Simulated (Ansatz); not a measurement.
ClHSi···CH4

Input

```
crystal:
  periodic: [false, false, false]
  atoms:
    - { symbol: Si, position_ang: [-0.4606, -1.2398, -0.6097] }
    - { symbol: Cl, position_ang: [1.3244, -2.0872, -0.022] }
    - { symbol: H, position_ang: [-0.2518, 0.237, -1.0708] }
    - { symbol: C, position_ang: [0.0878, 0.9148, 0.097] }
    - { symbol: H, position_ang: [-1.2525, -1.2963, 0.6134] }
    - { symbol: H, position_ang: [0.8296, 0.481, 0.7474] }
    - { symbol: H, position_ang: [-0.8008, 1.2075, 0.6358] }
    - { symbol: H, position_ang: [0.5238, 1.7831, -0.391] }
basis:
  gaussian: { orbitals: "6-31G*" }
hamiltonian:
  xc: cam_b3lyp
relax:
  f_tol: 0.15
  max_steps: 25
  restrain:
    - { distance: [0, 2], at: 2.72, k: 30.0 }
    - { distance: [0, 3], at: 3.17, k: 30.0 }
    - { distance: [2, 3], at: 1.07, k: 30.0 }
output:
  orbitals: {}
```

Launched as:

```sh
ansatz run input.yaml --threads 2 --pin off --max-ram 3072MiB --backend cpu --events-out ev --progress --plain --runs-dir out
```

The fields are those of the run's last geometry, not of the input's.

Computed with RKS CAM-B3LYP/6-31G* (Ansatz).

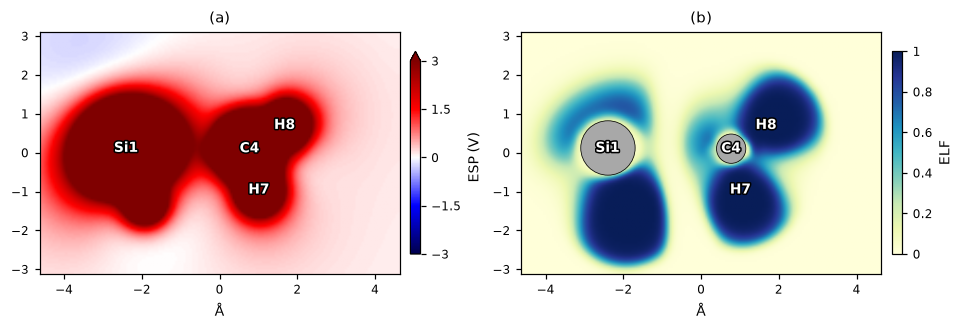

Figure 1. (a) electrostatic potential; (b) ELF on the plane of atoms H7, C4 and H8. Grey discs cover the atomic cores in the ELF map.

### Interpret the plot.

The plane passes through Si, C and H nuclei. C4···Si1 (3.17 Å): the ELF dips to about 0.05 between them. C–H (1.09 Å): the ELF climbs to about 1 towards the hydrogen, as it does in any bond to H (a covalent bond by its length). The potential has no marked negative region in this plane.

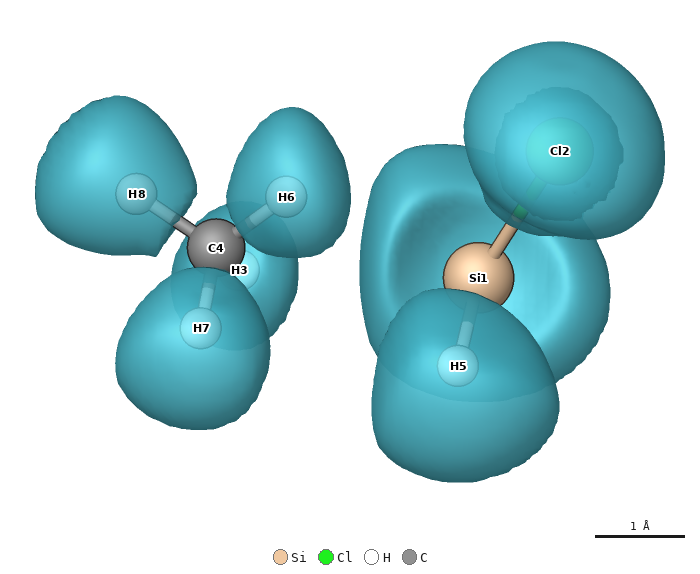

Figure 2. Isosurface of the ELF at 0.8 (cyan), seen at a tilt. Core shells and regions of very low density are left out.

### Identify the bonds, lone pairs and shells in this picture.

At this value the surface marks out five regions around hydrogen nuclei, one region on Cl in which the atom's valence shell and bonds are merged and one lobe on Si, pointing away from the bonds (lone pairs).


 Si–Cl (2.11 Å): the ELF peaks at about 0.85 between the atoms (a polar covalent bond).

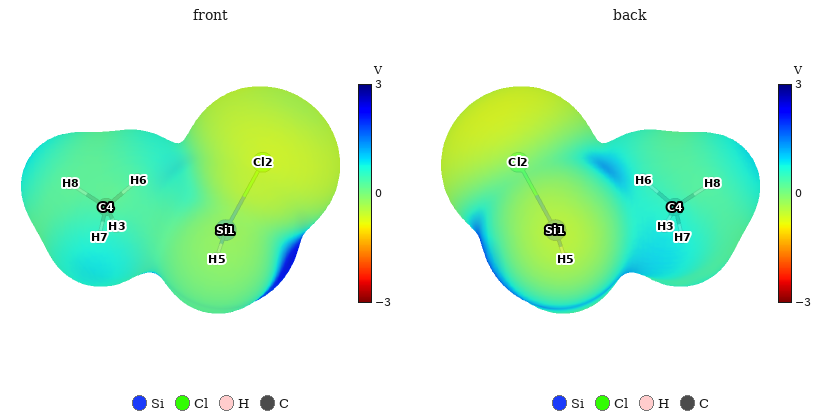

Figure 3. The molecular electrostatic potential painted on the density surface at 0.002 e/bohr³, seen from the front and from behind; red is negative and blue positive.

### Which sites attract a positive test charge, and which a negative one?

A positive charge is drawn to the negative regions and a negative charge to the positive ones. The most negative region (about −0.8 V) lies over Cl2, the most positive (about +2.3 V) over Si1.

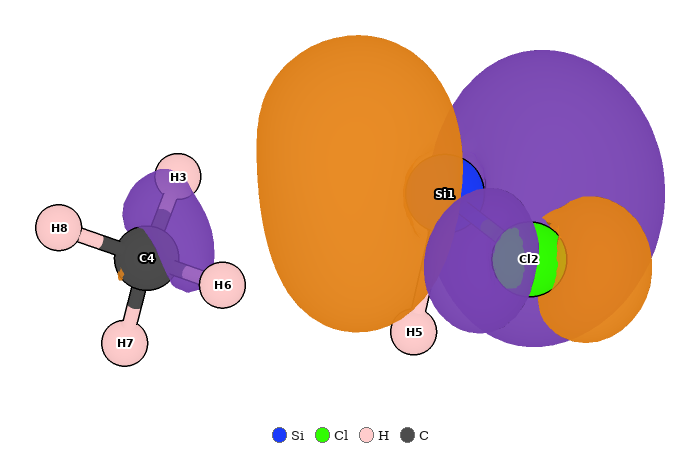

Figure 4. One frontier orbital at ±0.1 Å⁻³ᐟ² (orange and purple are the two phases), seen from one side.

### Which orbital is it: HOMO or LUMO?

The LUMO, at −1.57 eV. Its weight (Hirshfeld) is mainly on Si1 (about 75 %) and Cl2 (about 10 %).
